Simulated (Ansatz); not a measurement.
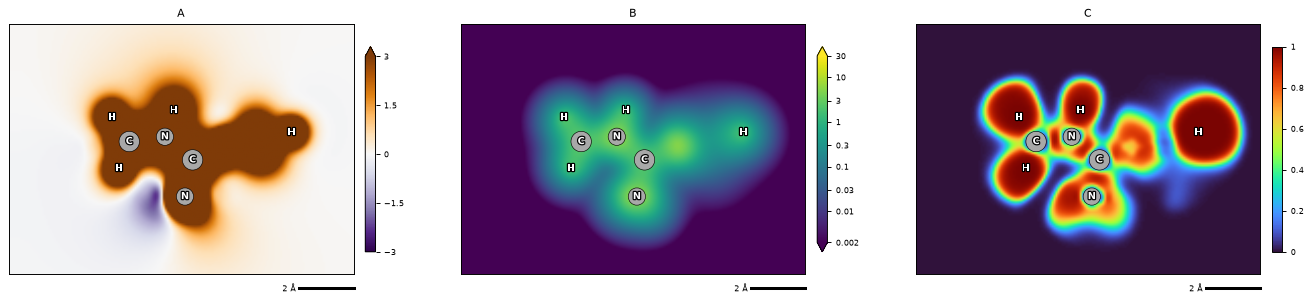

C$_{2}$H$_{8}$N$_{2}$OSi: 3 fields on the plane of atoms N2, C1 and H8, with unlabelled colour scales. Grey discs cover the atomic cores.

These are results of RKS PBE0-D4/def2-SVP (Ansatz 0.2.0), not measurements.

**Which field does each panel show? The fields are: electron density, electron localisation function and electrostatic potential.**

Panel A: electrostatic potential (strongly positive close to the atoms, with negative regions outside electron-rich atoms). Panel B: electron density. Panel C: electron localisation function. From the grid: C–N (1.33 Å): ρ at the midpoint is about 2.4 e/Å³; the ELF peaks at about 0.95 between the atoms; localised, covalent bonding. N–H (1.02 Å): the density is about 2.9 e/Å³ at the midpoint; the ELF climbs to about 1 towards the hydrogen, as it does in any bond to H: an ordinary covalent bond to hydrogen.
